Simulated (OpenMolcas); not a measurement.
# Relativistic diatomic calculation for CuO⁺ (part 2 of 2)

Continued. System: CuO⁺. Method: SA-CASSCF(14,9)/XMS-CASPT2 + RASSI spin-orbit (X2C scalar, AMFI), ANO-RCC-VTZP (OpenMolcas).

Output (extracts), continued:
```
++ Dipole transition strengths (spin-free states):
     for osc. strength at least  1.00000000E-05
      From   To        Osc. strength     Einstein coefficients Ax, Ay, Az (sec-1)    Total A (sec-1)
         1   13       4.30082838E-04  1.97710464E+04  1.62030027E+02  0.00000000E+00  1.99330764E+04
         1   14       4.30082811E-04  1.62030060E+02  1.97710461E+04  0.00000000E+00  1.99330761E+04
         1   17       7.34185316E-05  1.66682327E+04  4.22988697E+02  0.00000000E+00  1.70912214E+04
         1   18       7.34185482E-05  4.22988307E+02  1.66682372E+04  0.00000000E+00  1.70912255E+04
         1    5       1.81850564E-02  0.00000000E+00  0.00000000E+00  9.49481436E+06  9.49481436E+06
         1    6       2.34161548E-02  0.00000000E+00  0.00000000E+00  1.31793752E+07  1.31793752E+07
        13    2       3.11341222E-05  2.53336262E+03  1.26449750E+02  0.00000000E+00  2.65981237E+03
        13    3       3.11730683E-05  1.26983706E+02  2.54514592E+03  0.00000000E+00  2.67212963E+03
        13    4       2.99277006E-05  2.17175059E+01  2.68107220E+03  0.00000000E+00  2.70278970E+03
        13    5       1.05249186E-04  2.68674667E+04  2.18360472E+02  0.00000000E+00  2.70858272E+04
        13    6       2.42225004E-03  6.87455601E+05  5.69228280E+03  0.00000000E+00  6.93147883E+05
        14    2       3.11341182E-05  1.26449685E+02  2.53336226E+03  0.00000000E+00  2.65981195E+03
        14    3       3.11730615E-05  2.54514521E+03  1.26983746E+02  0.00000000E+00  2.67212895E+03
        14    4       2.99277093E-05  2.68107289E+03  2.17175190E+01  0.00000000E+00  2.70279040E+03
        14    5       1.05249177E-04  2.18360557E+02  2.68674636E+04  0.00000000E+00  2.70858242E+04
        14    6       2.42224986E-03  5.69228336E+03  6.87455536E+05  0.00000000E+00  6.93147820E+05
        19   11       1.48931028E-05  2.26950394E+01  7.35105455E+02  0.00000000E+00  7.57800495E+02
        19   12       1.48947941E-05  7.35200289E+02  2.26945651E+01  0.00000000E+00  7.57894855E+02
        20   11       1.59986666E-05  7.91059259E+02  2.15199852E+01  0.00000000E+00  8.12579244E+02
        20   12       1.59976108E-05  2.15217709E+01  7.91012753E+02  0.00000000E+00  8.12534524E+02
         7   22       2.50302210E-05  1.63360060E+01  1.03488552E+03  0.00000000E+00  1.05122153E+03
         7   23       2.11797596E-03  7.66601929E+03  4.85176599E+05  0.00000000E+00  4.92842618E+05
         8   22       2.50302247E-05  1.03488554E+03  1.63360043E+01  0.00000000E+00  1.05122155E+03
         8   23       2.11797606E-03  4.85176595E+05  7.66601862E+03  0.00000000E+00  4.92842614E+05
        22   23       3.44028916E-04  0.00000000E+00  0.00000000E+00  2.64829147E+04  2.64829147E+04
         5    6       3.31623409E-04  0.00000000E+00  0.00000000E+00  2.53382067E+02  2.53382067E+02
 Electric-quadrupole - electric-quadrupole not included
 Electric-dipole - electric-octupole not included
 Electric-dipole - magnetic-quadrupole not included
   Eigenvalues of complex Hamiltonian:
  (Shifted by EMIN (a.u.) =      -1728.7188433312)
 SO State       Relative EMIN(au)   Rel lowest level(eV)    D:o, cm**(-1)      Omega
     1            -0.0002116207        0.0000000000              0.0000         0.0
     2            -0.0001719227        0.0010802354              8.7127         1.0
     3            -0.0001719228        0.0010802352              8.7127         1.0
     4             0.0364755306        0.9983082425           8051.8990         2.0
     5             0.0364840202        0.9985392580           8053.7623         2.0
     6             0.0377962386        1.0342465390           8341.7609         1.0
     7             0.0377962395        1.0342465623           8341.7611         1.0
     8             0.0380673132        1.0416228551           8401.2549         0.0
     9             0.0381123506        1.0428483841           8411.1395         0.0
    10             0.0454652625        1.2429313110          10024.9171         2.0
    11             0.0454903659        1.2436144098          10030.4267         2.0
    12             0.0484795371        1.3249539015          10686.4739         1.0
    13             0.0484795393        1.3249539607          10686.4744         1.0
    14             0.0606933198        1.6573078598          13367.0894         0.0
    15             0.0801601456        2.1870271762          17639.5638         4.0
    16             0.0801604357        2.1870350679          17639.6274         4.0
    17             0.0803713956        2.1927755801          17685.9278         1.0
    18             0.0803714298        2.1927765123          17685.9353         1.0
    19             0.0810382866        2.2109226084          17832.2934         3.0
    20             0.0810383957        2.2109255772          17832.3174         3.0
    21             0.0817776822        2.2310425892          17994.5720         2.0
    22             0.0817797582        2.2310990790          17995.0277         2.0
    23             0.0825362651        2.2516846799          18161.0617         0.1
    24             0.0840048995        2.2916482572          18483.3897         3.0
    25             0.0840049577        2.2916498423          18483.4025         3.0
    26             0.0866351425        2.3632208155          19060.6613         2.0
    27             0.0866518196        2.3636746246          19064.3215         2.0
    28             0.0869539236        2.3718952917          19130.6257         1.0
    29             0.0869539401        2.3718957412          19130.6293         1.0
    30             0.0886798091        2.4188590295          19509.4138         0.0
    31             0.0893217475        2.4363270622          19650.3030         0.0
    32             0.0911230405        2.4853427415          20045.6411         3.0
    33             0.0911231019        2.4853444132          20045.6546         3.0
    34             0.0915962361        2.4982190517          20149.4955         2.0
    35             0.0916621448        2.5000125184          20163.9608         2.0
    36             0.0921409583        2.5130416965          20269.0482         1.0
    37             0.0921409584        2.5130416989          20269.0482         1.0
    38             0.0927972530        2.5309003853          20413.0883         1.0
    39             0.0927972609        2.5309005994          20413.0900         1.0
    40             0.0928211923        2.5315518063          20418.3423         0.0
    41             0.1224171759        3.3368995475          26913.9099         2.0
    42             0.1224171759        3.3368995474          26913.9099         2.0
    43             0.1224171878        3.3368998716          26913.9125         1.0
    44             0.1224171878        3.3368998716          26913.9125         1.0
    45             0.1224171916        3.3368999760          26913.9134         0.0
    46             0.1275381148        3.4762473950          28037.8261         0.0
    47             0.1275408288        3.4763212466          28038.4218         1.0
    48             0.1275408288        3.4763212470          28038.4218         1.0
    49             0.1324116957        3.6088642871          29107.4535         0.0
    50             0.1324129735        3.6088990580          29107.7339         1.0
    51             0.1324129735        3.6088990582          29107.7339         1.0
    52             0.1338626129        3.6483457555          29425.8930         0.0
 Weights of the five most important spin-orbit-free states for each spin-orbit state.
 SO State  Total energy (au)           Spin-free states, spin, and weights
    1        -0.000212       1 1.0  0.9957   13 1.0  0.0016   14 1.0  0.0016   21 0.0  0.0007   18 1.0  0.0002
    2        -0.000172       1 1.0  0.9966   14 1.0  0.0017    8 0.0  0.0011    9 0.0  0.0002   18 1.0  0.0002
    3        -0.000172       1 1.0  0.9966   13 1.0  0.0017    7 0.0  0.0011   10 0.0  0.0002   17 1.0  0.0002
    4         0.036476      13 1.0  0.4469   14 1.0  0.4469   19 0.0  0.1035    3 1.0  0.0017   20 0.0  0.0008
    5         0.036484      13 1.0  0.4475   14 1.0  0.4475   20 0.0  0.1022    2 1.0  0.0017   19 0.0  0.0008
    6         0.037796      13 1.0  0.9934    1 1.0  0.0017    4 1.0  0.0015    2 1.0  0.0013    3 1.0  0.0013
    7         0.037796      14 1.0  0.9934    1 1.0  0.0017    4 1.0  0.0015    2 1.0  0.0013    3 1.0  0.0013
    8         0.038067      14 1.0  0.4969   13 1.0  0.4969   22 0.0  0.0038    4 1.0  0.0024   18 1.0  0.0000
    9         0.038112      14 1.0  0.4904   13 1.0  0.4904   21 0.0  0.0161    1 1.0  0.0027    5 1.0  0.0002
   10         0.045465      19 0.0  0.8888   14 1.0  0.0515   13 1.0  0.0515    3 1.0  0.0030   20 0.0  0.0019
   11         0.045490      20 0.0  0.8900   14 1.0  0.0509   13 1.0  0.0509    2 1.0  0.0030   19 0.0  0.0019
   12         0.048480       7 0.0  0.9907    2 1.0  0.0025    3 1.0  0.0025    4 1.0  0.0024    1 1.0  0.0010
   13         0.048480       8 0.0  0.9907    2 1.0  0.0025    3 1.0  0.0025    4 1.0  0.0024    1 1.0  0.0010
   14         0.060693      21 0.0  0.9739   14 1.0  0.0078   13 1.0  0.0078   17 1.0  0.0043   18 1.0  0.0043
   15         0.080160      15 1.0  0.4980   16 1.0  0.4980   17 1.0  0.0020   18 1.0  0.0020   22 0.0  0.0001
   16         0.080160      15 1.0  0.4977   16 1.0  0.4977   17 1.0  0.0023   18 1.0  0.0023   21 0.0  0.0000
   17         0.080371       9 0.0  0.5796   18 1.0  0.4005   17 1.0  0.0120   15 1.0  0.0044   12 0.0  0.0023
   18         0.080371      10 0.0  0.5796   17 1.0  0.4005   18 1.0  0.0120   16 1.0  0.0044   11 0.0  0.0023
   19         0.081038      16 1.0  0.5006   11 0.0  0.4685   15 1.0  0.0238   10 0.0  0.0031   17 1.0  0.0025
   20         0.081038      15 1.0  0.5006   12 0.0  0.4685   16 1.0  0.0238    9 0.0  0.0031   18 1.0  0.0025
   21         0.081778      17 1.0  0.4954   18 1.0  0.4954   16 1.0  0.0044   15 1.0  0.0044    2 1.0  0.0004
   22         0.081780      17 1.0  0.4968   18 1.0  0.4968   16 1.0  0.0031   15 1.0  0.0031    3 1.0  0.0002
   23         0.082536      22 0.0  0.6289    4 1.0  0.1338   18 1.0  0.1179   17 1.0  0.1179   14 1.0  0.0004
   24         0.084005       2 1.0  0.2636    3 1.0  0.2590   11 0.0  0.2583   16 1.0  0.2065   15 1.0  0.0107
   25         0.084005       2 1.0  0.2636    3 1.0  0.2590   12 0.0  0.2584   15 1.0  0.2065   16 1.0  0.0107
   26         0.086635       2 1.0  0.3655   15 1.0  0.3104   16 1.0  0.3104   20 0.0  0.0050   17 1.0  0.0035
   27         0.086652       3 1.0  0.3584   15 1.0  0.3158   16 1.0  0.3158   19 0.0  0.0050   17 1.0  0.0017
   28         0.086954      18 1.0  0.4169    9 0.0  0.2888    4 1.0  0.2769   17 1.0  0.0101   15 1.0  0.0019
   29         0.086954      17 1.0  0.4168   10 0.0  0.2888    4 1.0  0.2769   18 1.0  0.0101   16 1.0  0.0019
   30         0.088680      18 1.0  0.4925   17 1.0  0.4925   21 0.0  0.0089   16 1.0  0.0022   15 1.0  0.0022
   31         0.089322      22 0.0  0.3519   18 1.0  0.2763   17 1.0  0.2763    4 1.0  0.0901   13 1.0  0.0014
   32         0.091123      11 0.0  0.2688    2 1.0  0.2619   16 1.0  0.2389    3 1.0  0.2158   15 1.0  0.0122
   33         0.091123      12 0.0  0.2688    2 1.0  0.2619   15 1.0  0.2389    3 1.0  0.2158   16 1.0  0.0122
   34         0.091596       2 1.0  0.6293   15 1.0  0.1835   16 1.0  0.1835   17 1.0  0.0009   18 1.0  0.0009
   35         0.091662       3 1.0  0.6366   15 1.0  0.1792   16 1.0  0.1792   17 1.0  0.0016   18 1.0  0.0016
   36         0.092141       3 1.0  0.5201    2 1.0  0.4693    8 0.0  0.0043   14 1.0  0.0027    4 1.0  0.0013
   37         0.092141       3 1.0  0.5201    2 1.0  0.4693    7 0.0  0.0043   13 1.0  0.0027    4 1.0  0.0013
   38         0.092797       4 1.
```

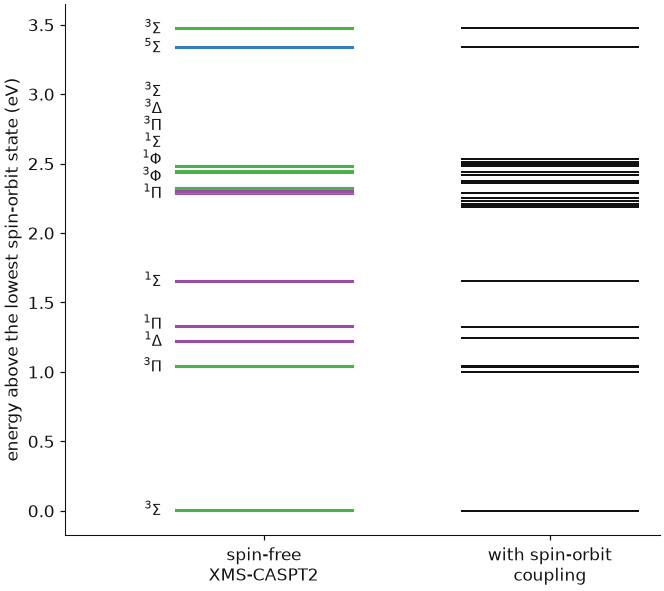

*States up to 3.5 eV at 1.767 Å, without spin-orbit coupling (left, a colour for each spin multiplicity) and with it (right, where close levels merge).*

The spin-free states run ³Σ (0.00 eV), ³Π (1.03 eV), ¹Δ (1.22 eV), ¹Π (1.33 eV), ¹Σ (1.65 eV), ¹Π (2.28 eV) from the lowest. The lowest spin-orbit levels have |Ω| = 0 (0 cm⁻¹), 1 (9 cm⁻¹), 2 (8,052 cm⁻¹), 1 (8,342 cm⁻¹), 0 (8,401 cm⁻¹).

Results in brief:

| quantity | value |
| --- | --- |
| outcome | converged; components of a degenerate state are split by 19 cm⁻¹ |
| lowest spin-free state | ³Σ |
| lowest spin-orbit level | Ω = 0, −1728.71905 hartree |
| next level | Ω = 1, 9 cm⁻¹ |
| wall time | 60 s |
| peak memory | 0.22 GiB |

Remarks:

Caveats: the two components of ³Δ at 2.44 eV, degenerate in CASSCF as they must be, are split by 19 cm⁻¹ in XMS-CASPT2, an artefact that passes into its spin-orbit levels; 1 of the 52 spin-orbit states have no clean Ω, so their splittings aren't to be trusted.
